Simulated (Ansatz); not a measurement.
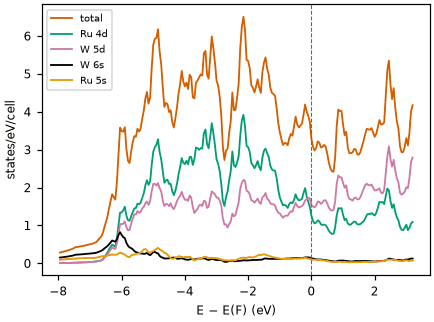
Fig. 1. Total and projected density of states of RuW in space group Cmcm (No. 63; W on 4c, Ru on 4c), r²SCAN (plane waves, PAW; program Ansatz)

Question: Which orbitals carry the states next to the Fermi level?

Answer: Within 0.5 eV of the Fermi level: W 5d 46 %, Ru 4d 40 %, outside the projected shells 6 %. Projections are on Löwdin-orthogonalised atomic valence shells; empty p or d shells of many metals are not among them.

Question: Where is the tallest occupied peak in this window, and what makes it?

Answer: Near -2.1 eV, about 6.5 states/eV per cell; the largest projected share is Ru 4d.

The start of the workflow was typed in or built on a structure type; neither database checked (COD, Materials Project) lists it. Its standing as an ambient phase is unchecked. The r²SCAN relaxation kept the symmetry of its start; whether a distortion lowers the energy is not shown. The run is not spin-polarised. Its formation energy is positive at this level, so the cell may be metastable or incomplete. Spin–orbit coupling is left out wherever it is not named.

Potentials: the earlier of the program's two PAW sets.
